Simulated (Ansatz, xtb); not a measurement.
Breaking the Se4–H5 bond in CdH2OSe (SMILES [OH][Cd][SeH]) (multiplicity 1 held, fragments rigid). Energies count from the point at 1.473 Å.
Geometry at that point (charge 0, multiplicity 1):
| atom | x (Å) | y (Å) | z (Å) |
|---|---|---|---|
| Cd | 0.4354 | -0.5866 | -0.1057 |
| O | 1.5014 | -2.2292 | -0.4538 |
| H | 2.3793 | -2.1969 | -0.0591 |
| Se | -0.9919 | 1.3929 | 0.2152 |
| H | -1.5669 | 0.8277 | 1.4481 |

R- and RO- levels are restricted; in cc, def2 and unpolarised 6-31G sets they are followed outwards from rest. U- levels take the lowest unrestricted solution at each point, which mixes spins at long bonds. Active spaces are followed from a long bond inwards. Levels need not reach the same state.

Correlated levels freeze the cores. Filled d and f shells under p-block atoms count as core.

Run with Ansatz (Gaussian orbitals); xtb for the GFN methods. Values without a source in brackets are computed. In def2 rows elements past Kr take small-core potentials, without spin–orbit coupling. The GFN methods have no spin term and hold the electronic entropy of 300 K.

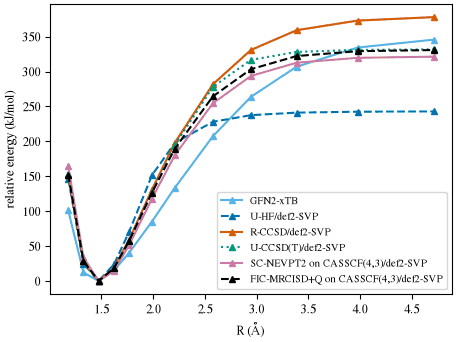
Figure: Relative energy along the coordinate

**Question.** Read off the GFN2-xTB curve at R = 2.210.

**Answer.** about 130 kJ/mol

Doubts at one or more of the structures used: a spin-contaminated determinant (U-HF/def2-SVP, U-CCSD(T)/def2-SVP); a restricted determinant that unrestricted orbitals would lower (R-CCSD/def2-SVP); other coupled-cluster roots lie near (R-CCSD/def2-SVP); T1 above 0.05 (U-CCSD(T)/def2-SVP); active orbitals that take no part (SC-NEVPT2 on CASSCF(4,3)/def2-SVP, FIC-MRCISD+Q on CASSCF(4,3)/def2-SVP).

Ansatz is a quantum-chemistry and plane-wave program.
